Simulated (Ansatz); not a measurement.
## Nudged elastic band, with input and output: CH9NSi (part 2 of 2)

CH9NSi; RKS PBE0/6-31G* (Ansatz 0.2.0). The run did not end well. It belongs to a series of runs on one base structure; here: band between the two ends.

Geometry of the input (Å):
```
Si -0.1549  0.3325  -0.0452
H  -0.3759  0.2694  1.4288
H  1.3134  0.4264  -0.2932
C  -1.0543  1.8109  -0.7850
H  -2.1346  1.7286  -0.6294
H  -0.7173  2.7443  -0.3233
H  -0.8726  1.8818  -1.8619
H  -0.6463  -0.9419  -0.6459
N  1.5574  -2.5137  1.4346
H  0.9960  -2.7823  0.6304
H  2.2196  -1.8186  1.1002
H  0.9303  -2.0274  2.0702
```

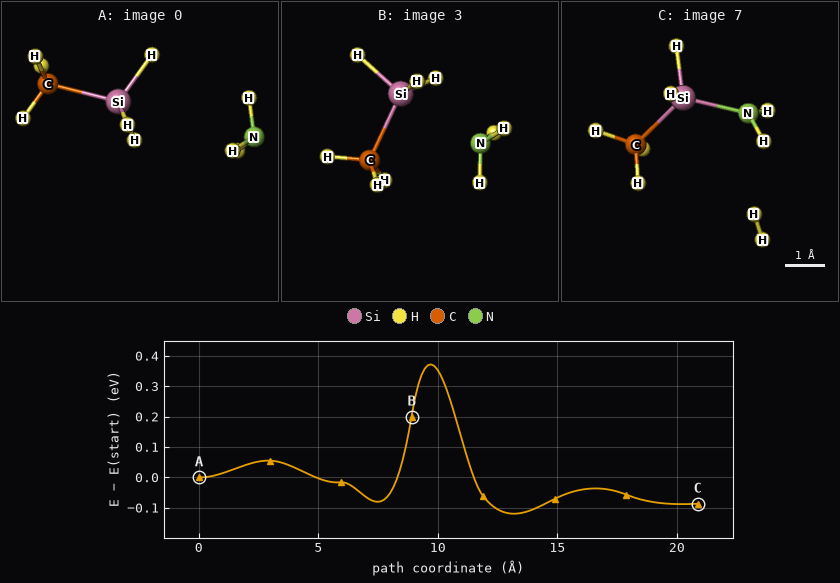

Images of the last band (counted from 0; ball-and-stick, seen at a tilt) above the energy along the path; the line is a cubic interpolation that uses the forces. The highest image is number 3, 0.200 eV above the start and 0.287 eV above the end; the end lies 0.087 eV below the start. The path is 20.86 Å long. The band had not converged after 60 iterations.

```
Unfinished report: {"positions_ang":[[-0.5819321816104742,-0.5769155567652963,-0.5093011553969471],[-1.1266694953105445,-1.3508631963193363,0.6684433236998126],[0.5157206482515225,-1.180894778960254,-1.3234214893304916],[-0.3833603079782408,1.2869149199367969,-0.19080108165552126],[-1.0688270748381927,1.8594125369894503,-0.8248671925965602],[-0.6000171377694373,1.5374845416444705,0.8559711812016684],[0.6396937812610319,1.6190016902129363,-0.40801148223555034],[-1.7405883988281516,-0.7084936181194692,-1.4579158661865368],[1.211865590715477,-0.7778585610795121,1.1141910467628806],[1.8789416453060543,-1.5007201020177414,0.8571478795647349],[1.709952334462373,0.040202531245754784,1.4510022279942674],[0.6060215963385839,-1.1372684367677997,1.8478636081782434]],"unchecked":["starts","cluster_reference","orbital_swaps","neighbouring_geometries","increment"],"mean_field":{"relativity":"none","state":{"energy":{"ev":-10543.839334935357,"hartree":-387.4789486878833},"converged":true,"gradient_ev":0.00007063725229509495,"stability":{"kind":"minimum","curvature_ev":46.96477567948553},"curvature_floor_ev":0.00030000000000000003,"spin_squared":0.0},"others":[],"fillings":{"estimated":0,"unestimated":0,"tried":0,"untried":0,"excluded_magnetic_sites":0},"n_dropped_functions":0,"n_trapped_functions":0,"passes":{"evaluations":3,"products":20},"factors":{"origin":"Cholesky decomposition","count":802,"bound_ev":0.0006734564564539384},"gradient_stop_ev":0.00009,"reference_kind":"stationary","functional":{"name":"PBE0","citations":["Adamo & Barone, J. Chem. Phys. 110, 6158 (1999) doi:10.1063/1.478522","Perdew, Burke & Ernzerhof, Phys. Rev. Lett. 77, 3865 (1996) doi:10.1103/PhysRevLett.77.3865"],"text":"name \"PBE0\"\ncite \"Adamo & Barone, J. Chem. Phys. 110, 6158 (1999) doi:10.1063/1.478522\"\ncite \"Perdew, Burke & Ernzerhof, Phys. Rev. Lett. 77, 3865 (1996) doi:10.1103/PhysRevLett.77.3865\"\nparent pbe\nparameter a = 0.25\nparameter kappa = 0.804\nparameter beta = 0.06672455060314922\nexchange = (1 - a)*pbe_x(kappa = kappa, mu = beta*pi^2/3) + a*exact_x\ncorrelation = pbe_c(beta = beta)\n","parameters":{"a":{"value":0.25,"default":0.25},"beta":{"value":0.06672455060314922,"default":0.06672455060314922},"kappa":{"value":0.804,"default":0.804}},"final_grid":{"core_spheres":13.0,"valence_spheres":11.0,"degree":36.0},"final_grid_parameter_source":"default","radial_points_factor":1.0,"radial_grid_error_ev":3.235511906987185e-7,"grid_sensitivity":"normal","grid_sensitivity_ratio":0.001870803151768979},"unsmoothed_excess_ev":-0.00002221763512447567,"symmetry":{"irreps":["A"],"axes":[[0.9372567024117503,0.1639064034330381,0.30770857105043037],[-0.21431523920840376,0.9670107404325209,0.13769243309344287],[-0.2749888216406192,-0.19499979179935994,0.9414649378340701]],"occupied":[{"A":18},{"A":18}]},"held":{"pivots":802,"left_out":0,"joined":0},"density_repulsion":{"missed_ev":0.00005862456145385908,"excess_ev":0.0,"most_excess_ev":0.0000972,"are_drawn_again":false,"n_first_factors":802,"energy_change_ev":0.0,"n_dropped_ends":0}},"factors":{"origin":"Cholesky decomposition","count":802,"bound_ev":0.0006734564564539384},"n_frozen":0,"n_occupied":[18,18],"n_virtual":[49,49],"reference":{"ev":-10543.839334935357,"hartree":-387.4789486878833},"total":{"ev":-10543.839334935357,"hartree":-387.4789486878833},"forces_ev_per_angstrom":[[-0.1794823393219804,0.06628278075730504,-0.03650520156568494],[0.0164535868786752,-0.021619936588373433,-0.3149848311324558],[-0.07276650119292882,-0.12319891136880293,0.05163448499006705],[-0.009995608157670184,-0.0337481678231143,-0.023984813852295436],[0.020579061103802112,0.008994333654558534,0.047732766544043584],[0.0014563861193946349,-0.008789594633197567,-0.08272958908606146],[-0.07900041574466676,-0.04153995706478269,0.011829135364618344],[-0.1603275332944791,0.1056292640319597,-0.12888055621800068],[-0.0014829476278633569,0.005376988469491784,0.13470150956392762],[0.009594285795345185,0.07847615507828894,0.1101045449191111],[0.08687243517950234,-0.09099680698509181,0.10060217217203415],[0.36809959026508465,0.055133852473561146,0.13048037829816672]],"charge_distribution":{"dipole_moment_e_ang":[0.5948007777202874,0.026703189045140453,0.58805354662461],"mulliken_charges_e":[0.3997850213534626,-0.12279439848528062,-0.08803841176016669,-0.7359935933106962,0.1911313681370277,0.1737073194934975,0.17710131333295498,-0.11141302499730465,-0.9370641651647391,0.3526930032338076,0.3470568965785703,0.35382867158886777],"lowdin_charges_e":[0.26902086645784173,-0.10495541013781384,-0.09284738050350017,-0.5482538557256156,0.1439538873409505,0.14098542790485047,0.14116585437461515,-0.11762055221236811,-0.5412229716600887,0.2388622693901833,0.23370101511086094,0.237210849660082]},"n_threads":1,"memory_gib":1.7045454550534487,"seconds":{"hamiltonian":1.195576061,"orbitals":0.0,"second_order":0.0,"solver_start":0.0,"cycles":0.0,"cycle":0.0,"perturbative":0.0,"full_ci_increment":0.0,"forces":0.0}}
this run last wrote the band of iteration 60 to [file]
Error: NEB band did not converge after 60 iterations: max|band force component| = 1.24e-1 eV/Å (threshold 3.0e-2); raise `neb.max_iterations` in a new run, which can start from the last band evaluated (`neb.initial_path`, with `crystal.atoms` and `neb.final_atoms` set to its first and last images), add images, or start from endpoints closer to local minima. Where this run's directory can be resumed (`checkpoint.write`), a resume goes on for up to `neb.max_iterations` more; to start a new run from the last band, take its images' positions from the `neb_iteration` event of iteration 60 (`data.images[].positions_ang`), in the event stream of the run that computed that iteration (not this run's, if it was resumed behind it). With `checkpoint.write`, `steps/00-neb/state/checkpoint.json` in the run directory holds the last saved band, under `neb.evaluated.images[].positions_ang` (a band under a hybrid functional on support functions is neither saved nor resumed: `neb.initial_path` says where its path is): check the last entry of `neb.iterations` there, which is earlier than 60 if that iteration was not saved or its write failed. If the band's step has no `state` directory and holds `state.next`, a write was cut short, and the file is under `state.next` instead (behind a loss of power it can be under `state.prev`)
this run wrote the band of iteration 60 to [file] as well, whether or not its events were kept: a new run's `neb.initial_path` can list its `images[].positions_ang`
a run's events are kept only if it was started with --events-out <file>, and are in that file
```

## The last band as extended XYZ (Å, eV, eV/Å)
```
12
Properties=species:S:1:pos:R:3:forces:R:3 image=0 energy=-10544.03939
Si   -0.1549    0.3325   -0.0452   -0.0044   0.0093  -0.0045
H    -0.3759    0.2694    1.4288    0.0018  -0.0048  -0.0091
H     1.3134    0.4264   -0.2932   -0.0143   0.0027   0.0054
C    -1.0543    1.8109   -0.7850    0.0158  -0.0258   0.0115
H    -2.1346    1.7286   -0.6294   -0.0143  -0.0027   0.0042
H    -0.7173    2.7443   -0.3233    0.0093   0.0111   0.0044
H    -0.8726    1.8818   -1.8619    0.0016  -0.0012  -0.0183
H    -0.6463   -0.9419   -0.6459    0.0036   0.0137   0.0057
N     1.5574   -2.5137    1.4346   -0.0074   0.0056  -0.0127
H     0.9960   -2.7823    0.6304    0.0041  -0.0009   0.0095
H     2.2196   -1.8186    1.1002   -0.0001  -0.0010   0.0026
H     0.9303   -2.0274    2.0702    0.0041  -0.0061   0.0011
12
Properties=species:S:1:pos:R:3:forces:R:3 image=1 energy=-10543.98415
Si   -0.6113   -0.0372   -0.6152   -0.0032   0.0004  -0.0052
H    -0.9932   -0.6613    0.6843    0.0008   0.0001  -0.0007
H     0.8108   -0.3829   -0.9018   -0.0003  -0.0003   0.0013
C    -0.8479    1.8278   -0.5571    0.0017   0.0000   0.0027
H    -1.8929    2.0818   -0.3509    0.0005  -0.0004   0.0005
H    -0.2299    2.2802    0.2253    0.0003   0.0007   0.0004
H    -0.5715    2.2857   -1.5125    0.0005  -0.0008   0.0005
H    -1.4560   -0.6454   -1.6830   -0.0011  -0.0014  -0.0006
N     1.8990   -2.0431    1.8869    0.0000   0.0006   0.0001
H     1.4446   -2.6935    1.2508    0.0003   0.0003   0.0004
H     2.3619   -1.3568    1.2965    0.0000   0.0003   0.0004
H     1.1472   -1.5453    2.3569    0.0004   0.0003   0.0001
12
Properties=species:S:1:pos:R:3:forces:R:3 image=2 energy=-10544.05549
Si   -0.7478   -0.3257   -0.9981    0.0113  -0.0079   0.0083
H    -1.3101   -1.3219   -0.0386   -0.0066   0.0054  -0.0054
H     0.5377   -0.8681   -1.5275    0.0015   0.0013   0.0043
C    -0.5203    1.3589   -0.2034   -0.0011   0.0035  -0.0004
H    -1.4713    1.7577    0.1647   -0.0025   0.0000  -0.0006
H     0.1697    1.2462    0.6383   -0.0008   0.0029  -0.0050
H    -0.1014    2.0788   -0.9144   -0.0025   0.0021  -0.0003
H    -1.6965   -0.2509   -2.1521   -0.0030   0.0001  -0.0009
N     1.4148   -0.9234    1.6381    0.0097  -0.0118   0.0137
H     0.9891   -1.8283    1.4570   -0.0022  -0.0027  -0.0052
H     2.3910   -1.0103    1.3688   -0.0001   0.0018  -0.0097
H     1.4060   -0.8029    2.6476   -0.0038   0.0053   0.0010
12
Properties=species:S:1:pos:R:3:forces:R:3 image=3 energy=-10543.83931
Si   -0.5819   -0.5769   -0.5093   -0.1795   0.0663  -0.0365
H    -1.1267   -1.3509    0.6684    0.0165  -0.0216  -0.3150
H     0.5157   -1.1809   -1.3234   -0.0728  -0.1232   0.0516
C    -0.3834    1.2869   -0.1908   -0.0100  -0.0337  -0.0240
H    -1.0688    1.8594   -0.8249    0.0206   0.0090   0.0477
H    -0.6000    1.5375    0.8560    0.0015  -0.0088  -0.0827
H     0.6397    1.6190   -0.4080   -0.0790  -0.0415   0.0118
H    -1.7406   -0.7085   -1.4579   -0.1603   0.1056  -0.1289
N     1.2119   -0.7779    1.1142   -0.0015   0.0054   0.1347
H     1.8789   -1.5007    0.8571    0.0096   0.0785   0.1101
H     1.7100    0.0402    1.4510    0.0869  -0.0910   0.1006
H     0.6060   -1.1373    1.8479    0.3681   0.0551   0.1305
12
Properties=species:S:1:pos:R:3:forces:R:3 image=4 energy=-10544.10109
Si    0.1924   -0.4322   -0.6517    0.0373   0.0011   0.0114
H    -1.5211   -1.0944    2.2881    0.0057  -0.0066   0.0590
H     0.8070   -0.6009   -2.0085    0.0040   0.0259  -0.0287
C    -0.2605    1.3696   -0.3889   -0.0085  -0.0078   0.0159
H    -1.1435    1.6466   -0.9742    0.0328   0.0193  -0.0503
H    -0.4939    1.5430    0.6669   -0.0076   0.0045   0.0024
H     0.5608    2.0359   -0.6743   -0.0227   0.0245   0.0029
H    -1.0201   -1.3003   -0.6380    0.0361  -0.0324   0.0334
N     1.2178   -0.8990    0.6789   -0.0197   0.0129  -0.0543
H     1.5658   -1.8481    0.7247   -0.0026  -0.0057  -0.0067
H     1.9503   -0.2509    0.9421    0.0064  -0.0335  -0.0075
H    -0.7942   -1.0594    2.1153   -0.0616  -0.0021   0.0225
12
Properties=species:S:1:pos:R:3:forces:R:3 image=5 energy=-10544.11026
Si    0.3711   -0.3403   -1.0704   -0.0059   0.0035   0.0216
H    -1.1922   -0.8829    4.2551    0.0072  -0.0008  -0.0121
H     1.3280   -0.1717   -2.2154   -0.0139  -0.0125  -0.0001
C    -0.3761    1.3383   -0.6861   -0.0011  -0.0074  -0.0033
H    -1.0833    1.6343   -1.4682    0.0006   0.0114  -0.0372
H    -0.9167    1.3039    0.2646   -0.0281  -0.0112   0.0157
H     0.3835    2.1236   -0.6174    0.0323   0.0057   0.0209
H    -0.6764   -1.3053   -1.5140   -0.0034  -0.0012   0.0107
N     1.0564   -1.0377    0.3694    0.0060   0.0088  -0.0004
H     1.1545   -2.0443    0.3938    0.0102  -0.0051  -0.0078
H     1.8744   -0.6057    0.7804   -0.0118   0.0080   0.0083
H    -0.8624   -0.9022    3.5885    0.0078   0.0009  -0.0163
12
Properties=species:S:1:pos:R:3:forces:R:3 image=6 energy=-10544.09598
Si    0.4450   -0.3041   -1.0156    0.0041  -0.0288  -0.0128
H    -1.7011   -1.3857    3.6883    0.0038  -0.0028  -0.0043
H     1.3644   -0.1221   -2.1769    0.0126   0.0215   0.0126
C    -0.2935    1.3748   -0.5814    0.0041  -0.0025  -0.0079
H    -1.1380    1.2835    0.1094   -0.0080  -0.0160   0.0336
H     0.4495    2.0310   -0.1152    0.0280   0.0163  -0.0014
H    -0.6552    1.8796   -1.4848   -0.0237  -0.0058  -0.0239
H    -0.6586   -1.2300   -1.4039   -0.0032   0.0069   0.0048
N     1.3506   -1.1216    0.2193   -0.0003   0.0169   0.0002
H     0.8620   -1.5725    0.9807   -0.0182   0.0051   0.0018
H     2.2174   -0.7155    0.5460   -0.0026  -0.0164   0.0023
H    -1.1816   -1.0073    3.3144    0.0034   0.0056  -0.0050
12
Properties=species:S:1:pos:R:3:forces:R:3 image=7 energy=-10544.12627
Si    0.4876   -0.2659   -0.9635   -0.0062  -0.0022   0.0069
H    -0.3593   -0.2987    3.4598    0.0051  -0.0035  -0.0208
H     1.7430    0.3365   -1.4995   -0.0027  -0.0005  -0.0028
C    -0.6719    1.1272   -0.4531    0.0035   0.0032  -0.0035
H    -1.6183    0.7395   -0.0594    0.0003  -0.0014  -0.0006
H    -0.2229    1.7620    0.3191    0.0010  -0.0003   0.0014
H    -0.9054    1.7644   -1.3151   -0.0021   0.0011   0.0006
H    -0.1842   -1.0653   -2.0295    0.0034  -0.0006  -0.0008
N     0.9724   -1.3847    0.2692    0.0060  -0.0009   0.0011
H     0.3228   -2.0640    0.6394   -0.0020   0.0028  -0.0029
H     1.6593   -1.1214    0.9615   -0.0009  -0.0008   0.0008
H    -0.1623   -0.4196    2.7514   -0.0054   0.0030   0.0206
```

## Outcome

- outcome: not converged
- barrier, forward (band not converged): 0.200 eV
- barrier, backward: 0.287 eV
- wall time: 7.5 min
- peak memory: 0.16 GiB

## What went wrong

The run did not converge: “NEB band did not converge after 60 iterations: max|band force component| = 1.24e-1 eV/Å (threshold 3.0e-2); raise `neb.max_iterations` in a new run, which can start from the last band evaluated (`neb.initial_path`, with `crystal.atoms` and `neb.final_atoms` set to its first and last images), add images, or start from endpoints closer to local minima …” Its last values are not results.
